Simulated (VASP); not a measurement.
Band structure of In$_{4}$AsSb$_{3}$ (ordered alloy cell). All values below come from PBEsol GGA, VASP's PBE PAW potentials (set 64) (plane waves; VASP).

Unless said otherwise, spin-orbit coupling is left out, though it shifts the bands of the heavy elements here.

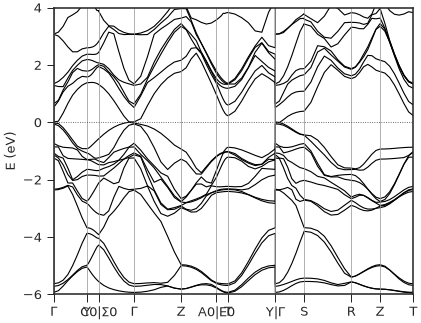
Figure. Bands along high-symmetry lines, zero at the valence-band maximum or, without a gap, the Fermi level

Task: Read the plot: is there a gap, and where are the band edges?

Result: It has no gap at this level: it comes out as a metal or semimetal. (Edges off the drawn lines would not show.)

The structure was generated: In4AsSb3 was put into an ordered model structure (Amm2), which need not be its known phase. It was relaxed first.
